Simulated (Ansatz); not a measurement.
## Electronic structure of GaH2O (SMILES [O][GaH2]) (doublet) in real space

Input

```
crystal:
  periodic: [false, false, false]
  atoms:
    - {symbol: Ga, position_ang: [-0.593194, 1.954009, -0.399722]}
    - {symbol: O, position_ang: [-0.927155, 0.165245, -0.344584]}
    - {symbol: H, position_ang: [-0.399740, 2.613679, 0.991979]}
    - {symbol: H, position_ang: [-0.551323, 2.554822, -1.830347]}
basis:
  gaussian:
    orbitals: def2-TZVPD
magnetization:
  spin_polarized: true
  initial_magnetization: 1
hamiltonian:
  xc: {name: PBE0}
output: {forces: true, orbitals: {seedname: orbitals}}
```

Launched as:

```sh
ansatz run input.yaml --threads 1 --pin off --max-ram 2610MiB --events-out events.jsonl --progress --plain --runs-dir runs
```

Geometry: PBE0-D3(BJ)/pcseg-1.

Level of theory: isolated molecule in a Gaussian basis; Kohn-Sham density functional theory, functional PBE0 in Ansatz 0.2.0.

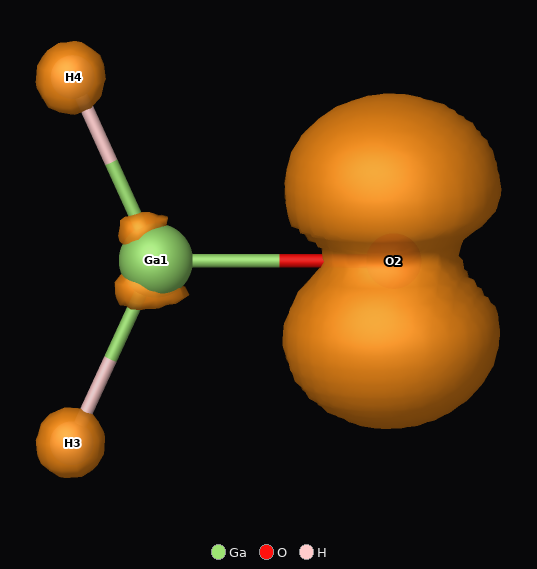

Figure 1. Isosurface of the spin density at +0.03 e/Å³ (orange), seen at a tilt.

Which atoms carry the spin?

Answer. The unpaired spin (1 electron) lies mostly on O2 (about 0.9), in electrons by Hirshfeld's partition.

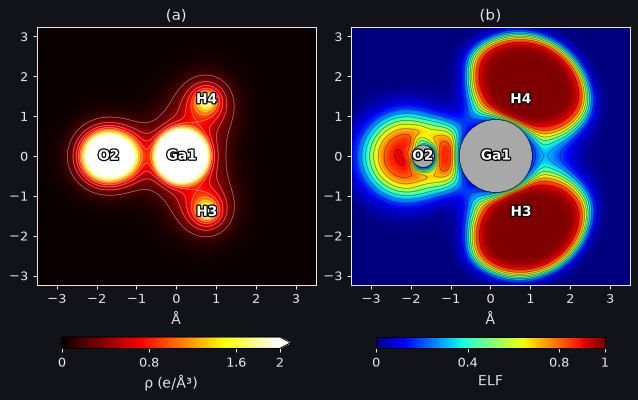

Figure 2. (a) total electron density; (b) electron localisation function on the molecular plane. Grey discs cover the atomic cores in the ELF map.

What do the fields say about this system?

Answer.
- The section cuts through Ga, O and H sites.
- Ga–O (1.82 Å): the density is about 0.88 e/Å³ at the midpoint; the ELF peaks at about 0.85 in the valence shell of O, 0.6 Å from its nucleus, and is about 0.25 at the midpoint.
- Ga–H (1.55 Å): the density is about 1 e/Å³ at the midpoint; the ELF climbs to about 1 towards the hydrogen.
- The ELF also peaks beside O2, away from the bonds: non-bonding electrons, paired or unpaired.

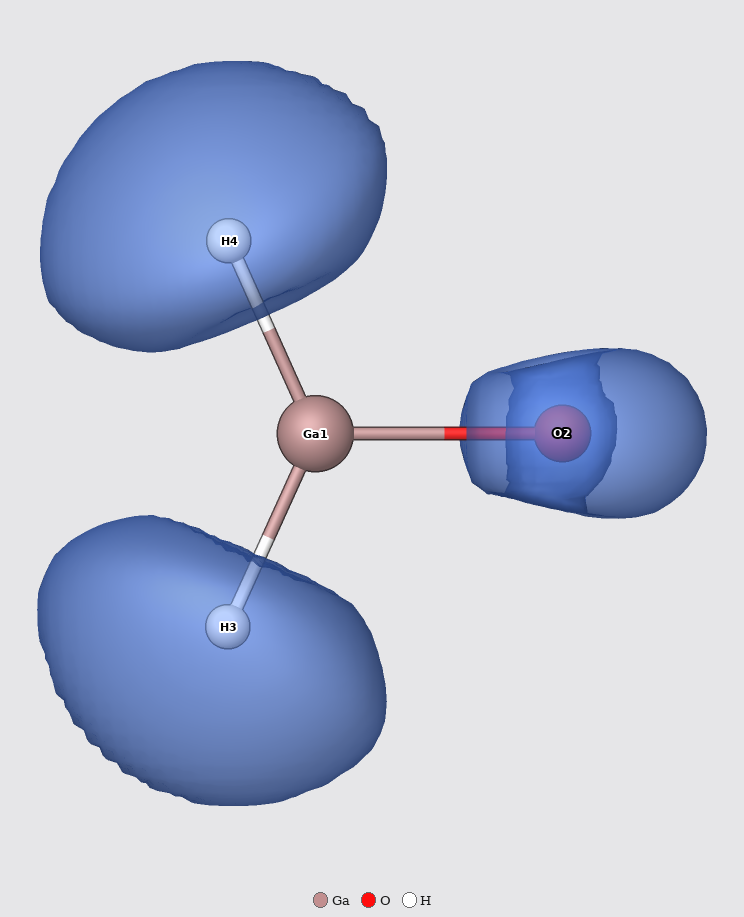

Figure 3. Isosurface of the ELF at 0.75 (blue), seen across its widest extent. Only the valence region is drawn (cores and ρ < 0.01 e/Å³ removed).

What do the ELF domains correspond to?

Answer. The surface consists of two regions around hydrogen nuclei and one region wrapped around O (its valence shell).
